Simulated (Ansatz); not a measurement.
# Abstraction of F: MgHF + CHBrCl → MgH + CHBrClF

Species: MgHF `[F][MgH]`, singlet; CHBrCl `Cl[CH]Br`, doublet; MgH, doublet; CHBrClF `FC(Cl)Br`, singlet. A radical takes F: the energy is the difference in strength between the Mg–F bond broken and the C–F bond made.

Shapes, held fixed at every level: PBE0-D4/def2-TZVP. Programs: Ansatz 0.2.0. The zero-point and thermal change to 298 K, harmonic and unscaled (PBE0-D4/def2-TZVP), is +5.1 kJ/mol.

```json
{"level": "MP2/def2-SVP", "kind": "perturbation theory", "ΔH(298 K) (kJ/mol)": "+140.3", "less CCSD(T)/def2-TZVPP": "-0.1"}
{"level": "BHLYP-D4/def2-TZVPP", "kind": "global hybrid", "ΔH(298 K) (kJ/mol)": "+147.5", "less CCSD(T)/def2-TZVPP": "+7.1"}
{"level": "PBE0-D4/def2-TZVPP", "kind": "global hybrid", "ΔH(298 K) (kJ/mol)": "+129.8", "less CCSD(T)/def2-TZVPP": "-10.6"}
{"level": "r2SCAN0-D4/def2-TZVPP", "kind": "global hybrid", "ΔH(298 K) (kJ/mol)": "+145.3", "less CCSD(T)/def2-TZVPP": "+4.9"}
{"level": "wB97X-V/def2-TZVPP", "kind": "range-separated hybrid", "ΔH(298 K) (kJ/mol)": "+144.1", "less CCSD(T)/def2-TZVPP": "+3.7"}
{"level": "CCSD/def2-SVP", "kind": "coupled cluster or CI", "ΔH(298 K) (kJ/mol)": "+146.5", "less CCSD(T)/def2-TZVPP": "+6.1"}
{"level": "CCSD(T)/def2-TZVPP", "kind": "coupled cluster or CI", "ΔH(298 K) (kJ/mol)": "+140.4", "less CCSD(T)/def2-TZVPP": "0.0"}
```

The highest level, CCSD(T)/def2-TZVPP, gives ΔH(298 K) = +140.4 kJ/mol; the levels span +129.8 to +147.5. The column of differences is taken from that level and isn't an error. No measured value is set beside it here. Open shells run unrestricted. Relativity is left out for Br. Outer-core shells of Br, Mg are correlated in most correlated rows, in sets that cover them unevenly.

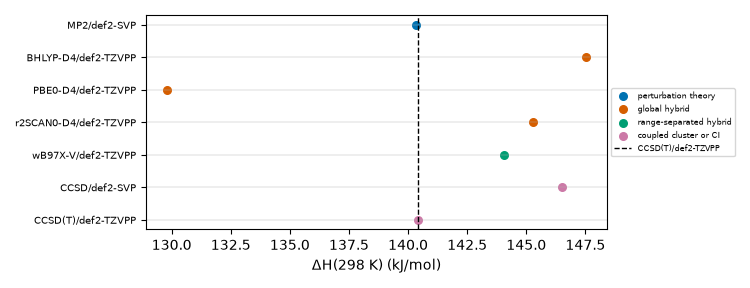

The values of the table, level by level.
